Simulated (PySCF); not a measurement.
# B2CeH8 (Ce(BH4)2): the cost of one run

Program: PySCF 2.14.0. Level of theory: several levels, as the steps say, no spin–orbit coupling. These are calculated values, not measurements.

1 further run of the same task is left out (for a known fault of the program).

## Step 1: The starting structure

11 atoms, charge 0, spin multiplicity 1.

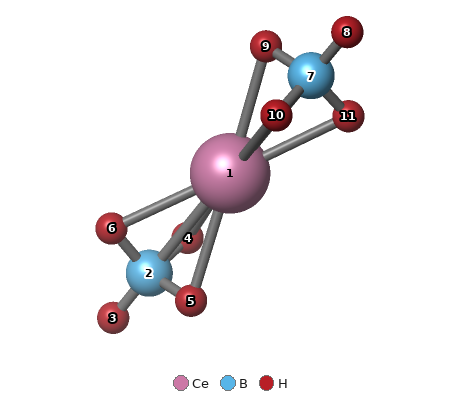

The structure; cerium pink, boron blue, hydrogen red; atoms are numbered from 1 in the order of the file.

Geometry (Å):

```xyz
11
B2CeH8
Ce    0.0000    0.0001    0.8361
B     2.7112   -0.0125    0.8017
H     3.9225   -0.0180    0.7841
H     2.2488   -0.6386    1.7862
H     2.2208   -0.5430   -0.2244
H     2.2437    1.1507    0.8637
B    -2.7112    0.0125    0.8017
H    -3.9225    0.0179    0.7840
H    -2.2488    0.6386    1.7862
H    -2.2209    0.5431   -0.2243
H    -2.2437   -1.1507    0.8637
```

Formal oxidation states: Ce +2. Each metal's 2 4f electrons lie in its core potential, so multiplicities, spins and levels count the valence alone. For divalent La, Ce, Gd or Lu the extra electron is normally 5d or 6s, so this core forces an excited configuration. An earlier session relaxed this geometry at PBE0, Ce lcecp-0-SVP with ECP48, B def2-SVP, H def2-SVP (singlet, point group C2).

At PBE0 on the finer grid: E = -81.074297 Eh, frontier levels not given, since the 4f levels lie in the core, Mulliken charge on Ce1 +0.87 e, largest force component 0.012 eV/Å. 

Levels to run: B3LYP; BP86; PBE0, TZVP. Hardware: 2 threads of Arm Neoverse V1, shared host.

## Step 2: B3LYP

The input, run.py (the lines that set the calculation):

```python
mol = gto.M(atom='''
Ce     0.00001     0.00008     0.83614
B      2.71124    -0.01249     0.80169
H      3.92251    -0.01804     0.78407
H      2.24876    -0.63862     1.78616
H      2.22084    -0.54303    -0.22438
H      2.24375     1.15068     0.86373
B     -2.71124     0.01248     0.80171
H     -3.92250     0.01792     0.78402
H     -2.24883     0.63862     1.78621
H     -2.22087     0.54307    -0.22435
H     -2.24366    -1.15066     0.86373''',
    basis={'Ce': 'lcecp-0-SVP', 'B': 'def2-SVP', 'H': 'def2-SVP'},
    ecp={'Ce': 'lcecp-0-SVP'},
    charge=0, spin=0)
mf = dft.RKS(mol, xc='B3LYP')
mf.grids.atom_grid = (75, 302)  # f atoms: unpruned, at least (60, 302)
mf = mf.density_fit()  # fitting sets: Ce AutoAux, B def2-universal-JKFIT, H def2-universal-JKFIT
mf.conv_tol = 1e-08; mf.max_cycle = 55
mf.kernel(dm0)  # dm0: the density of the relaxed state
```

Command:

```sh
$ OMP_NUM_THREADS=2 python run.py
```

**Question.** How long does this run take on 2 threads of Arm Neoverse V1, shared host?

About 5.2 s.
